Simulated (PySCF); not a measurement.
SMILES C#C at its CAM-B3LYP/def2-SVP optimised geometry (Å):

```
4

C      0.6020     0.0000     0.0000
C     -0.6020     0.0000     0.0000
H      1.6766    -0.0001     0.0001
H     -1.6766     0.0001    -0.0001
```

Method: CAM-B3LYP/def2-TZVP (PySCF). Cells within 0.4 Å of a nucleus heavier than hydrogen are left out (blank, or x).

Map of the Laplacian of the electron density (e/bohr⁵), clipped to [-1.50, 1.50] on the plane z = 0.0 Å:

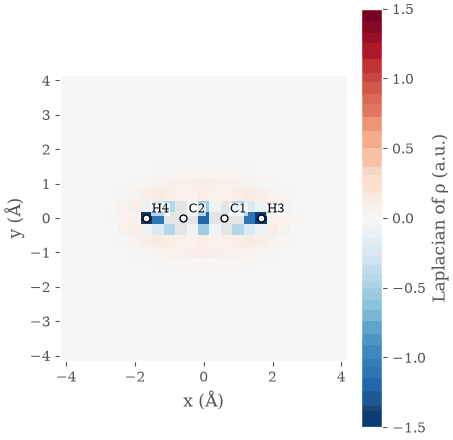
*Laplacian of the electron density (e/bohr⁵), clipped to [-1.50, 1.50] on the plane z = 0.0 Å.*
